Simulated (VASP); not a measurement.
Band structure of BaGaSnH (space group P3m1). Computed with PBEsol GGA with spin-orbit coupling, VASP's PBE PAW potentials (set 64) (plane waves; VASP).

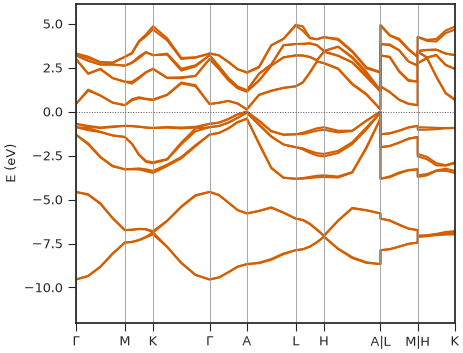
Bands along high-symmetry lines, zero at the valence-band maximum or, without a gap, the Fermi level

Question: Read the plot: is there a gap, and where are the band edges?

Answer: The gap is direct, 0.13 eV, from the valence maximum at A to the conduction minimum at A.

The structure comes from a computed database's BaGaSnH entry (P3m1); how it stands against other phases isn't given here. It was relaxed first, which changed the volume by -7 %.
